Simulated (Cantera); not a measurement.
Feed: 1 mol C2H4, 1.1 mol O2, a varied amount of H2, held at 1825 K and 0.00133 bar.

Equilibrium computed with Cantera from the NASA thermochemical tables; the gas is ideal and each condensed phase is pure. Candidate condensed phases: C, C6H6, C7H8, C8H18, H2O; 110 gas species. Rates play no part.

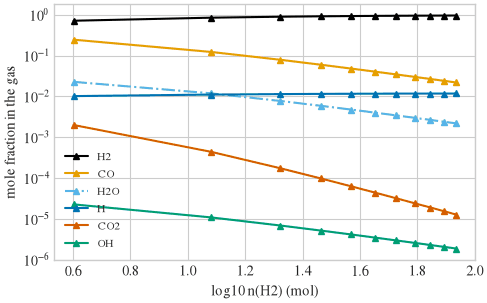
Fig. 1. Equilibrium gas composition (values under 1e-9 drawn at 1e-9)

From 4 mol H2 to 86 mol H2 nothing is condensed. The main C-bearing gas is CO throughout.
